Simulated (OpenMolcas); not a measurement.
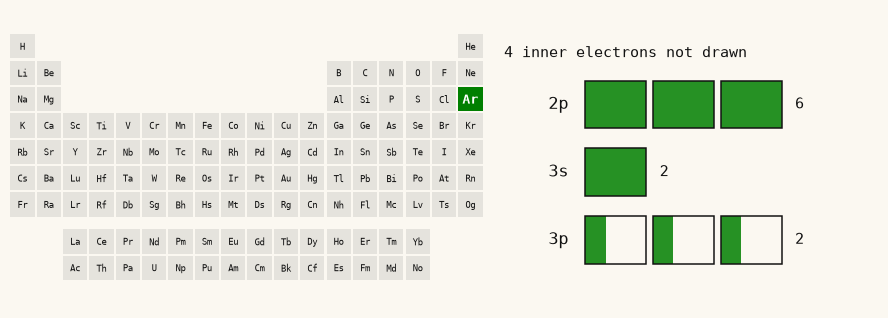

Left, the place of argon in the periodic table; right, the outer shells of the leading configuration of the lowest level: a box for each of the 2l + 1 orbitals, shaded by the share of the shell that is filled, with the electron count at the right.

Ar⁴⁺: multiconfigurational calculation (part 1 of 2)

- system: Ar⁴⁺.
- method: state-averaged RASSCF, active space 4 electrons in the shells 3s 3p 3d; RAS3 3d with at most 2 electrons, basis ANO-R2, X2C scalar Hamiltonian, spin-orbit coupling by RASSI with atomic mean-field integrals (OpenMolcas)

Summary:

- outcome: converged
- lowest level: 3s² 3p² ³P₀
- first excited level: 3s² 3p² ³P₁, 679 cm⁻¹ (measured: 763)
- energy of the lowest spin-free term: −523.60945 hartree
- energy of the lowest spin-orbit level: −523.61531 hartree
- largest spread among components of a term: 0.0 cm⁻¹
- hardware: 1 CPU thread, shared host
- wall time: 42 s

Remarks:

Without dynamic correlation the gaps between configurations can be off by an electronvolt or more. To bear in mind: extra active shells serve correlation only, their own levels not computed; only configurations of the active space are included.

The input:
```
&GATEWAY
Coord
1

Ar 0.0 0.0 0.0
Basis=ANO-R2
Group=XYZ
NoMove
AngMom=0.0 0.0 0.0
AMFI
&SEWARD
&RASSCF
FileOrb=start.orb
Symmetry=1
Spin=3
nActEl=4 0 0
Inactive=2 3
Ras2=1 3
CIRoot=6 6 1
SDav=6
CIMx=300
Iter=120 100
PrWF=0.3
OrbListing=Nothing
MaxOrb=0
Atom
>>> COPY $Project.JobIph JOBPRE
&RASSCF
FileOrb=start.orb
Symmetry=1
Spin=3
nActEl=4 0 2
Inactive=2 3
Ras2=1 3
Ras3=5 0
CIRoot=6 6 1
SDav=211
CIMx=300
Iter=120 100
PrWF=0.3
OrbListing=Nothing
MaxOrb=0
Thrs=2.0e-7 1.0e-1 5.0e-4
Atom
>>> COPY $Project.JobIph JOB001
&RASSCF
FileOrb=start.orb
Symmetry=1
Spin=1
nActEl=4 0 2
Inactive=2 3
Ras2=1 3
Ras3=5 0
CIRoot=12 12 1
SDav=192
CIMx=300
Iter=120 100
PrWF=0.3
OrbListing=Nothing
MaxOrb=0
Thrs=2.0e-7 1.0e-1 5.0e-4
Atom
>>> COPY $Project.JobIph JOB002
&RASSCF
FileOrb=start.orb
Symmetry=2
Spin=5
nActEl=4 0 2
Inactive=2 3
Ras2=1 3
Ras3=5 0
CIRoot=1 1 1
SDav=36
CIMx=300
Iter=120 100
PrWF=0.3
OrbListing=Nothing
MaxOrb=0
Thrs=2.0e-7 1.0e-1 5.0e-4
Atom
>>> COPY $Project.JobIph JOB003
&RASSCF
FileOrb=start.orb
Symmetry=2
Spin=3
nActEl=4 0 2
Inactive=2 3
Ras2=1 3
Ras3=5 0
CIRoot=9 9 1
SDav=174
CIMx=300
Iter=120 100
PrWF=0.3
OrbListing=Nothing
MaxOrb=0
Thrs=2.0e-7 1.0e-1 5.0e-4
Atom
>>> COPY $Project.JobIph JOB004
&RASSCF
FileOrb=start.orb
Symmetry=2
Spin=1
nActEl=4 0 2
Inactive=2 3
Ras2=1 3
Ras3=5 0
CIRoot=8 8 1
SDav=138
CIMx=300
Iter=120 100
PrWF=0.3
OrbListing=Nothing
MaxOrb=0
Thrs=2.0e-7 1.0e-1 5.0e-4
Atom
>>> COPY $Project.JobIph JOB005
&RASSI
NrOfJobIphs=5 6 12 1 9 8
1 2 3 4 5 6
1 2 3 4 5 6 7 8 9 10 11 12
1
1 2 3 4 5 6 7 8 9
1 2 3 4 5 6 7 8
IphNames
JOB001
JOB002
JOB003
JOB004
JOB005
EJob
SpinOrbit
DIPRint=1.0
SOCoupling=1000.0
Subsets=2
MEES
Property=10
'ANGMOM' 1 'ANGMOM' 2 'ANGMOM' 3 'MLTPL  1' 1 'MLTPL  1' 2 'MLTPL  1' 3
'AMFI' 1 'AMFI' 2 'AMFI' 3 'MLTPL  2' 6
SOProperty=3
'ANGMOM' 1 'ANGMOM' 2 'ANGMOM' 3
```

The file start.orb holds starting orbitals from an earlier step. A driver script formed the levels outside the program, from RASSI's spin-orbit matrix and the active-space energies, averaged over the components of each term or state.

Output (extracts):
```
--- SEWARD ---
Basis set label: AR.ANO-R...5S4P3D1F.

      Electronic valence basis set:
      ------------------
      Associated Effective Charge  18.000000 au
      Associated Actual Charge     18.000000 au
      Nuclear Model: Finite nucleus - Gaussian distribution
        Gaussian exponent, Xi/bohr**(-2):  3.57222E+08

      Shell  nPrim  nBasis  Cartesian Spherical Contaminant
         s      17       5        X
         p      12       4        X
         d       7       3                 X
         f       5       1                 X
                  Relativistic X2C integrals
                  Atomic mean-field integrals
--- RASSCF ---
Wave function specifications:
      -----------------------------

      Number of closed shell electrons          10
      Number of electrons in active shells       4
      Max number of holes in RAS1 space          0
      Max nr of electrons in RAS3 space          2
      Number of inactive orbitals                5
      Number of active orbitals                  9
      Number of secondary orbitals              25
      Spin quantum number                      1.0
      State symmetry                             1
Orbital specifications:
      -----------------------

      Symmetry species                           1   2
                                                ag  au
      Frozen orbitals                            0   0
      Inactive orbitals                          2   3
      Active orbitals                            6   3
      RAS1 orbitals                              0   0
      RAS2 orbitals                              1   3
      RAS3 orbitals                              5   0
      Secondary orbitals                        12  13
      Deleted orbitals                           0   0
      Number of basis functions                 20  19
      Number of CSFs                           211
      Number of root(s) required                 6
      Iter CI   SX   CI       RASSCF       Energy    max ROT     max BLB   max BLB  Level Ln srch  Step   QN
          iter iter root      energy       change     param      element    value   shift minimum  type update
 Nr of preliminary CI iterations:   1
        1   1    3    0  -523.00451519    0.00E+00   2.74E-07    3  10 1 -8.07E-07   0.00   0.00    SX    NO
        2   1    2    0  -523.00451519   -1.36E-12  -7.95E-08    3  10 1  2.34E-07   0.00   0.00    SX    NO
        3   1    2    0  -523.00451519    1.14E-13  -3.69E-08    3  10 1 -6.11E-08   0.00   0.00    SX    NO
        4   1    2    0  -523.00451519    3.41E-13  -2.61E-08    3  10 1  4.42E-08   0.00   0.00    SX    NO
      Convergence after  4 iterations
        5   1    2    0  -523.00451519    4.55E-13  -2.61E-08    3   9 1 -3.03E-08   0.00   0.00    SX    NO
      Natural orbitals and occupation numbers for root  1
      sym 1:   1.940677   0.006455   0.007534   0.010398   0.007534   0.010398
      sym 2:   0.991069   0.991069   0.034866
      Natural orbitals and occupation numbers for root  2
      sym 1:   1.940677   0.010398   0.010398   0.006455   0.007534   0.007534
      sym 2:   0.991069   0.034866   0.991069
      Natural orbitals and occupation numbers for root  3
      sym 1:   1.940677   0.006455   0.007534   0.010398   0.010398   0.007534
      sym 2:   0.034866   0.991069   0.991069
::    RASSCF root number  1 Total energy:   -523.60944802
::    RASSCF root number  2 Total energy:   -523.60944802
::    RASSCF root number  3 Total energy:   -523.60944802
::    RASSCF root number  4 Total energy:   -522.39958235
::    RASSCF root number  5 Total energy:   -522.39958235
::    RASSCF root number  6 Total energy:   -522.39958235
--- RASSCF ---
Wave function specifications:
      -----------------------------

      Number of closed shell electrons          10
      Number of electrons in active shells       4
      Max number of holes in RAS1 space          0
      Max nr of electrons in RAS3 space          2
      Number of inactive orbitals                5
      Number of active orbitals                  9
      Number of secondary orbitals              25
      Spin quantum number                      0.0
      State symmetry                             1
Orbital specifications:
      -----------------------

      Symmetry species                           1   2
                                                ag  au
      Frozen orbitals                            0   0
      Inactive orbitals                          2   3
      Active orbitals                            6   3
      RAS1 orbitals                              0   0
      RAS2 orbitals                              1   3
      RAS3 orbitals                              5   0
      Secondary orbitals                        12  13
      Deleted orbitals                           0   0
      Number of basis functions                 20  19
      Number of CSFs                           192
      Number of root(s) required                12
      Iter CI   SX   CI       RASSCF       Energy    max ROT     max BLB   max BLB  Level Ln srch  Step   QN
          iter iter root      energy       change     param      element    value   shift minimum  type update
 Nr of preliminary CI iterations:   1
        1   1    8    0  -522.92204947    0.00E+00   8.29E-03    5   7 2 -9.64E-03*  0.00   0.00    SX    NO
        2   1    8    0  -522.92237156   -3.22E-04* -1.23E-03    1  12 2  1.44E-03*  0.00   0.00    SX    NO
        3   1    7    0  -522.92237457   -3.01E-06* -3.05E-04    1  12 2 -4.03E-04   0.00   0.00    SX    NO
        4   1    6    0  -522.92237475   -1.74E-07   7.50E-05    1  12 2  6.29E-05   0.00   0.00    SX    NO
      Convergence after  4 iterations
        5   1    6    0  -522.92237476   -1.04E-08   7.50E-05    1  12 2 -1.73E-05   0.00   0.00    SX    NO
      Natural orbitals and occupation numbers for root  1
      sym 1:   1.942358   0.011268   0.005978   0.020869   0.003909   0.004151
      sym 2:   0.073720   0.775497   1.162251
      Natural orbitals and occupation numbers for root  2
      sym 1:   1.942358   0.004158   0.021109   0.006501   0.003901   0.010505
      sym 2:   1.124008   0.056128   0.831332
      Natural orbitals and occupation numbers for root  3
      sym 1:   1.942358   0.004166   0.003894   0.009398   0.021343   0.007374
      sym 2:   1.060146   0.912261   0.039060
::    RASSCF root number  1 Total energy:   -523.53085162
::    RASSCF root number  2 Total energy:   -523.53085162
::    RASSCF root number  3 Total energy:   -523.53085162
::    RASSCF root number  4 Total energy:   -523.53085162
::    RASSCF root number  5 Total energy:   -523.53085162
::    RASSCF root number  6 Total energy:   -523.42828778
::    RASSCF root number  7 Total energy:   -522.36405336
::    RASSCF root number  8 Total energy:   -522.36405336
::    RASSCF root number  9 Total energy:   -522.36405336
::    RASSCF root number 10 Total energy:   -522.36405336
::    RASSCF root number 11 Total energy:   -522.36405336
::    RASSCF root number 12 Total energy:   -522.16568439
--- RASSCF ---
Wave function specifications:
      -----------------------------

      Number of closed shell electrons          10
      Number of electrons in active shells       4
      Max number of holes in RAS1 space          0
      Max nr of electrons in RAS3 space          2
      Number of inactive orbitals                5
      Number of active orbitals                  9
      Number of secondary orbitals              25
      Spin quantum number                      2.0
      State symmetry                             2
Orbital specifications:
      -----------------------

      Symmetry species                           1   2
                                                ag  au
      Frozen orbitals                            0   0
      Inactive orbitals                          2   3
      Active orbitals                            6   3
      RAS1 orbitals                              0   0
      RAS2 orbitals                              1   3
      RAS3 orbitals                              5   0
      Secondary orbitals                        12  13
      Deleted orbitals                           0   0
      Number of basis functions                 20  19
      Number of CSFs                            36
      Number of root(s) required                 1
      Iter CI   SX   CI       RASSCF       Energy    max ROT     max BLB   max BLB  Level Ln srch  Step   QN
          iter iter root      energy       change     param      element    value   shift minimum  type update
 Nr of preliminary CI iterations:   1
        1   1    3    1  -523.24358540    0.00E+00   1.42E-06    3  10 2  5.38E-07   0.00   0.00    SX    NO
        2   1    2    1  -523.24358540   -1.02E-12   4.29E-07    3  10 2 -3.03E-07   0.00   0.00    SX    NO
        3   1    2    1  -523.24358540   -1.02E-12   2.80E-07    6  12 2 -5.54E-08   0.00   0.00    SX    NO
        4   1    2    1  -523.24358540    1.25E-12  -1.78E-07    3  10 2 -3.12E-08   0.00   0.00    SX    NO
      Convergence after  4 iterations
        5   1    2    1  -523.24358540   -7.96E-13  -1.78E-07    3  10 2  9.66E-09   0.00   0.00    SX    NO
      Natural orbitals and occupation numbers for root  1
      sym 1:   1.000000   0.005036   0.005036   0.005036   0.005036   0.005036
      sym 2:   0.991607   0.991607   0.991607
::    RASSCF root number  1 Total energy:   -523.24358540
--- RASSCF ---
Wave function specifications:
      -----------------------------

      Number of closed shell electrons          10
      Number of electrons in active shells       4
      Max number of holes in RAS1 space          0
      Max nr of electrons in RAS3 space          2
      Number of inactive orbitals                5
      Number of active orbitals                  9
      Number of secondary orbitals              25
      Spin quantum number                      1.0
      State symmetry                             2
Orbital specifications:
      -----------------------

      Symmetry species                           1   2
                                                ag  au
      Frozen orbitals                            0   0
      Inactive orbitals                          2   3
      Active orbitals                            6   3
      RAS1 orbitals                              0   0
      RAS2 orbitals                              1   3
      RAS3 orbitals                              5   0
      Secondary orbitals                        12  13
      Deleted orbitals                           0   0
      Number of basis functions                 20  19
      Number of CSFs                           174
      Number of root(s) required                 9
      Iter CI   SX   CI       RASSCF       Energy    max ROT     max BLB   max BLB  Level Ln srch  Step   QN
          iter iter root      energy       change     param      element    value   shift minimum  type update
 Nr of preliminary CI iterations:   1
        1   1    8    0  -522.98913712    0.00E+00  -5.05E-02    3  10 1  1.68E-02*  0.00   0.00    SX    NO
        2   1    8    0  -522.99183812   -2.70E-03* -3.29E-03    1  12 2  3.05E-03*  0.00   0.00    SX    NO
        3   1    7    0  -522.99185127   -1.32E-05*  2.06E-04    1  12 2 -3.91E-04   0.00   0.00    SX    NO
        4   1    7    0  -522.99185148   -2.10E-07*  3.20E-05    1  12 2  1.21E-04   0.00   0.00    SX    NO
        5   1    6    0  -522.99185149   -6.68E-09   4.96E-06    1  12 2 -2.51E-05   0.00   0.84    QN   YES
      Convergence after  5 iterations
        6   1    6    0  -522.99185149   -2.44E-10   4.96E-06    2  10 1  7.10E-07   0.00   0.84    QN   YES
      Natural orbitals and occupation numbers for root  1
      sym 1:   1.108821   0.006149   0.011686   0.012347   0.081847   0.045263
      sym 2:   0.949644   0.909970   0.874274
      Natural orbitals and occupation numbers for root  2
      sym 1:   1.108820   0.031612   0.006014   0.086214   0.011822   0.021630
      sym 2:   0.895166   0.954380   0.884341
      Natural orbitals and occupation numbers for root  3
      sym 1:   1.108820   0.011824   0.006013   0.086263   0.021905   0.031288
      sym 2:   0.884640   0.954433   0.894815
::    RASSCF root number  1 Total energy:   -523.06208574
::    RASSCF root number  2 Total energy:   -523.06208574
::    RASSCF root number  3 Total energy:   -523.06208574
::    RASSCF root number  4 Total energy:   -523.06208574
::    RASSCF root number  5 Total energy:   -523.06208574
::    RASSCF root number  6 Total energy:   -522.96612233
::    RASSCF root number  7 Total energy:   -522.96612233
::    RASSCF root number  8 Total energy:   -522.96612233
::    RASSCF root number  9 Total energy:   -522.71786773
--- RASSCF ---
Wave function specifications:
      -----------------------------

      Number of closed shell electrons          10
      Number of electrons in active shells       4
      Max number of holes in RAS1 space          0
      Max nr of electrons in RAS3 space          2
      Number of inactive orbitals                5
      Number of active orbitals                  9
      Number of secondary orbitals              25
      Spin quantum number                      0.0
      State symmetry                             2
Orbital specifications:
      -----------------------

      Symmetry species                           1   2
                                                ag  au
      Frozen orbitals                            0   0
      Inactive orbitals                          2   3
      Active orbitals                            6   3
      RAS1 orbitals                              0   0
      RAS2 orbitals                              1   3
      RAS3 orbitals                              5   0
      Secondary orbitals                        12  13
      Deleted orbitals                           0   0
      Number of basis functions                 20  19
      Number of CSFs                           138
      Number of root(s) required                 8
      Iter CI   SX   CI       RASSCF       Energy    max ROT     max BLB   max BLB  Level Ln srch  Step   QN
          iter iter root      energy       change     param      element    value   shift minimum  type update
 Nr of preliminary CI iterations:   1
        1   1    8    0  -522.81818010    0.00E+00   3.09E-02    3  10 1  1.75E-02*  0.00   0.00    SX    NO
        2   1    8    0  -522.81942918   -1.25E-03* -1.24E-03    1  12 2  1.74E-03*  0.00   0.00    SX    NO
        3   1    7    0  -522.81943222   -3.04E-06*  4.98E-05    2  10 1  2.49E-04   0.00   0.00    SX    NO
        4   1    7    0  -522.81943225   -3.28E-08   8.93E-06    1  12 2  4.74E-05   0.00   0.00    SX    NO
      Convergence after  4 iterations
        5   1    7    0  -522.81943225   -6.88E-10   8.93E-06    1  12 2 -9.14E-06   0.00   0.00    SX    NO
      Natural orbitals and occupation numbers for root  1
      sym 1:   1.429113   0.008265   0.041203   0.308871   0.005600   0.145144
      sym 2:   0.575647   0.816847   0.669310
      Natural orbitals and occupation numbers for root  2
      sym 1:   1.429114   0.007914   0.053770   0.315160   0.126288   0.005951
      sym 2:   0.822514   0.652319   0.586971
      Natural orbitals and occupation numbers for root  3
      sym 1:   1.429113   0.048933   0.008046   0.005819   0.133181   0.313104
      sym 2:   0.658530   0.820662   0.582613
::    RASSCF root number  1 Total energy:   -522.89892992
::    RASSCF root number  2 Total energy:   -522.89892992
::    RASSCF root number  3 Total energy:   -522.89892992
::    RASSCF root number  4 Total energy:   -522.89892992
::    RASSCF root number  5 Total energy:   -522.89892992
::    RASSCF root number  6 Total energy:   -522.68693613
::    RASSCF root number  7 Total energy:   -522.68693613
::    RASSCF root number  8 Total energy:   -522.68693613
```

(Continued in part 2.)
